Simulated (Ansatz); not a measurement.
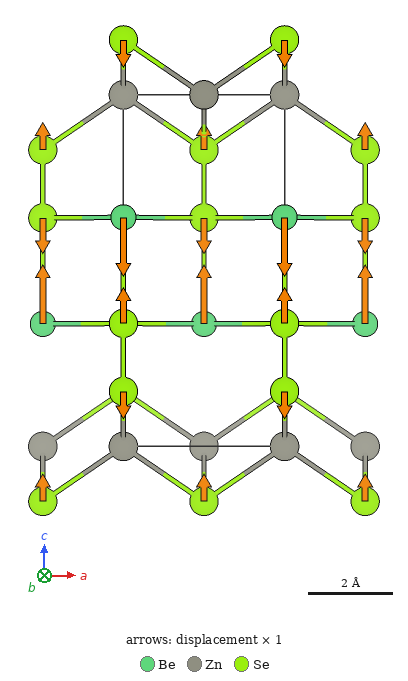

A relaxation of solid BeZnSe$_{2}$ (a generated structure, set up in P4/nmm) (coarse preliminary run). The starting structure is drawn; orange arrows show the displacements (the part carried along by the change of the cell is left out), at their true length.

A ball-and-stick model of the cell of the calculation, seen along the b axis.

Theory: DFT PBE, scalar-relativistic, plane waves, PAW in Ansatz 0.2.0. Set-up: plane-wave cutoff 420 eV; k-point mesh 4 × 4 × 2; occupations gaussian; smearing width 0.1 eV; no spin polarisation; cell and atoms relaxed; force threshold 0.04 eV/Å; at most 70 steps.

### Which element moves most?

Beryllium: up to 1.44 Å, against 0.88 Å for selenium.

### What did the optimiser do to the structure, and how much energy did it gain?

The energy falls by 28.140 eV per cell of the calculation in 21 accepted moves (24 points after the start). Largest force component: 43 eV/Å at the start, 0.015 eV/Å at the end. The pressure goes from 75.27 to 0.02 GPa. At 3 points the geometry stayed and the basis and grid were re-selected for the new cell (energy shift of 0.667 eV per cell of the calculation at most each time). The largest moves relative to the cell, 1.44 Å, are those of Be atoms. Largest moves by element: Be 1.44 Å, Se 0.88 Å. Zn stays in place. The volume changes by +63.0 %, with a = b 3.876 → 3.739 Å (−3.5 %), c 8.452 → 14.801 Å (+75.1 %). Near-neighbour distances that change, for instance: Se–Se 1.635 → 4.421 Å, Be–Se 2.550 → 2.148 Å, Se–Zn 2.346 → 2.485 Å, Be–Se 2.741 → 2.698 Å. Bonds break: Se–Se (1.63 → 4.42 Å). Among the angles between lasting bonds that change: Se–Zn–Se 111.4° → 97.6°, Zn–Se–Zn 111.4° → 97.6°, Se–Zn–Se 108.5° → 115.7°. The space group stays P4/nmm (No. 129).
